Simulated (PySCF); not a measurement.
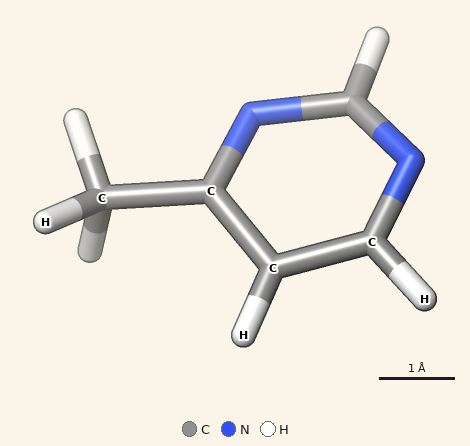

**Figure 1.** The input geometry (stick view, seen at a tilt).

## NMR shielding calculation of C₅H₆N₂

The run: NMR shielding calculation of C₅H₆N₂, SMILES Cc1ccncn1. Method and program: GIAO KT2/pcSseg-1 NMR shielding, non-relativistic, gas phase (PySCF 2.14.0).

The geometry comes from this level: GFN2-xTB, MD frame at 7600.5 fs, 450 K. Figures and captions count atoms from 1; the log counts them from 0 in places.

### Log
```
coarse grid: 11280 points
cycle   1  E = -308.7870762200  dE =  1.099e+00  |g| = 5.041e-01  |ddm| = 3.426e+00
cycle   2  E = -308.6890822152  dE =  9.799e-02  |g| = 8.138e-01  |ddm| = 1.312e+00
cycle   3  E = -308.8471106320  dE = -1.580e-01  |g| = 1.390e-01  |ddm| = 7.877e-01
cycle   4  E = -308.8516669589  dE = -4.556e-03  |g| = 4.549e-02  |ddm| = 1.501e-01
cycle   5  E = -308.8520940098  dE = -4.271e-04  |g| = 2.177e-02  |ddm| = 5.536e-02
cycle   6  E = -308.8522112433  dE = -1.172e-04  |g| = 6.318e-03  |ddm| = 2.850e-02
cycle   7  E = -308.8522217279  dE = -1.048e-05  |g| = 1.583e-03  |ddm| = 7.983e-03
cycle   8  E = -308.8522223308  dE = -6.029e-07  |g| = 6.010e-04  |ddm| = 1.985e-03
final grid: 110256 points
cycle   9  E = -308.8306314953  dE = -2.735e-04  |g| = 1.221e-02  |ddm| = 6.628e-02
cycle  10  E = -308.8306073984  dE =  2.410e-05  |g| = 1.512e-02  |ddm| = 2.826e-02
cycle  11  E = -308.8306646985  dE = -5.730e-05  |g| = 4.553e-03  |ddm| = 1.883e-02
cycle  12  E = -308.8306698309  dE = -5.132e-06  |g| = 1.364e-03  |ddm| = 5.379e-03
cycle  13  E = -308.8306702728  dE = -4.419e-07  |g| = 3.664e-04  |ddm| = 1.424e-03
cycle  14  E = -308.8306703040  dE = -3.118e-08  |g| = 8.209e-05  |ddm| = 3.653e-04
cycle  15  E = -308.8306703054  dE = -1.409e-09  |g| = 2.759e-05  |ddm| = 8.388e-05
cycle  16  E = -308.8306703056  dE = -1.833e-10  |g| = 9.238e-06  |ddm| = 3.234e-05
```

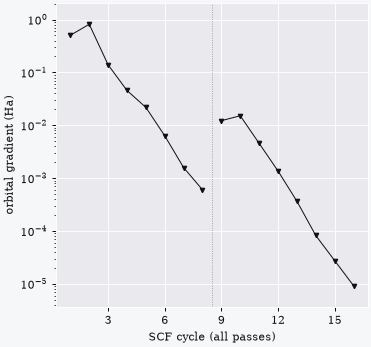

**Figure 2.** Convergence of the self-consistent field: orbital gradient against the SCF cycle. The dotted line marks the change from a coarse to the final integration grid. The first 8 cycles use a coarse grid, the final grid takes over at cycle 9, and the field converges after 16 cycles in all.

```
converged SCF energy = -308.8306703056

GIAO shielding tensors (ppm)
atom      isotropic    diamagn.    paramagn.     s11        s22        s33       span
  0 C      159.930     243.000     -83.070    131.317    154.616    193.856     62.539
  1 C       31.140     254.105    -222.965    -66.881     10.766    149.534    216.415
  2 C       71.588     259.258    -187.669    -31.909     73.706    172.968    204.877
  3 C       41.270     251.654    -210.385    -54.387     35.325    142.871    197.258
  4 N      -31.163     326.783    -357.946   -261.272   -131.429    299.210    560.482
  5 C       25.759     253.102    -227.343    -63.072     21.658    118.692    181.764
  6 N      -54.767     325.339    -380.106   -257.494   -153.376    246.568    504.063
  7 H       28.875      24.644       4.232     25.804     26.801     34.022      8.218
  8 H       29.331      33.402      -4.070     25.096     27.961     34.937      9.842
  9 H       28.199      24.366       3.833     23.538     27.666     33.393      9.855
 10 H       25.313      38.718     -13.405     22.379     24.029     29.531      7.151
 11 H       22.819      32.393      -9.573     17.952     23.660     26.846      8.893
 12 H       22.772      25.492      -2.720     18.781     22.993     26.540      7.759
```

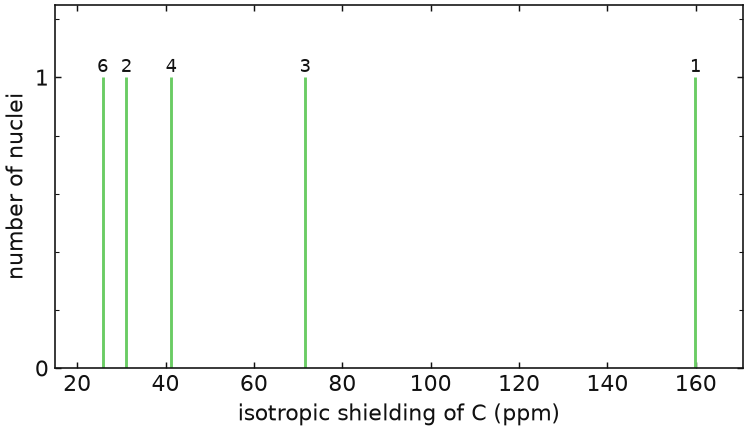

**Figure 3.** Isotropic shieldings of the carbon nuclei in this fixed geometry, labelled by atom number; shielding grows to the right, so chemical shift grows to the left. The least shielded is C6 (25.8 ppm), the most shielded C1 (159.9 ppm).

This output came from the following input.

### Input
```
{"job": {"kind": "nmr", "xc": "KT2", "basis": "pcSseg-1", "pop": false}, "charge": 0, "multiplicity": 1}
C      1.350308     2.387857     3.229862
C      0.426056     2.990265     2.230211
C     -0.723844     2.369864     1.650393
C     -1.387931     3.121185     0.690198
N     -1.144055     4.335096     0.382200
C     -0.247701     4.928146     1.201479
N      0.593054     4.245155     2.036071
H      0.791412     2.262922     4.150079
H      1.841990     1.445223     3.200716
H      2.213465     3.112903     3.358475
H     -0.960072     1.374975     1.868065
H     -2.313485     2.712017     0.246973
H     -0.047677     5.970690     1.201236
```

The first line tells a small driver script what to run in PySCF; the rest is the geometry in Å.

Launched with:
```bash
OMP_NUM_THREADS=1 python <driver script> task.json out
```

### Key numbers

| quantity | value |
| --- | --- |
| outcome | converged |
| total energy | −308.830670 hartree |
| HOMO | −5.84 eV |
| LUMO | −2.17 eV |
| dipole moment | 2.29 D |
| isotropic shielding, C | 25.8 to 159.9 ppm |
| isotropic shielding, N | −54.8 to −31.2 ppm |
| isotropic shielding, H | 22.8 to 29.3 ppm |
| hardware | 1 CPU thread, shared host |
| wall time | 15 s |
| peak memory | 0.59 GiB |
